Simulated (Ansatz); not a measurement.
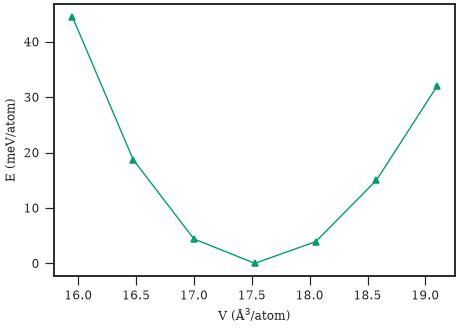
Figure. SrO (rock salt, Fm-3m) under volume change, the program Ansatz at the PBE level (PAW), scaled uniformly.

What does a third-order Birch–Murnaghan fit give for V₀, B₀ and B′?

V₀ = 17.53 Å³/atom, B₀ = 84.5 GPa, B′ = 4.5.

The cell was relaxed with PBE under the symmetry of its start; phonons on a q-mesh show no instability.

Potentials: the later of the program's two PAW sets.
